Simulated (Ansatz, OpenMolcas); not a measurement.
**How basis sets differ on SOF2 (SMILES O=S(F)F)**

SOF2, singlet, SMILES `O=S(F)F`. Each level relaxes the structure for itself.

Each level gives the highest harmonic wavenumber at each level's own minimum (cm⁻¹). The values are calculated.

| level | kind | program | value (cm⁻¹) |
| --- | --- | --- | --- |
| HF/STO-3G | Hartree–Fock | Ansatz | 980 |
| HF/3-21G | Hartree–Fock | Ansatz | 1120 |
| HF/ANO-XS-VDZ (DKH2) | Hartree–Fock | OpenMolcas | 995 |
| HF/6-31G* (Cartesian functions) | Hartree–Fock | Ansatz | 1462 |
| HF/cc-pVTZ | Hartree–Fock | OpenMolcas | 1477 |

Harmonic and unscaled. The values span 980 to 1477 cm⁻¹.

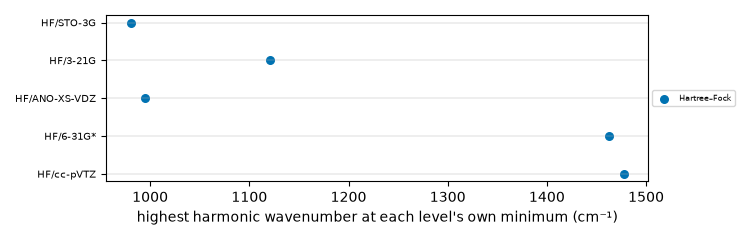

The values of the table, level by level.
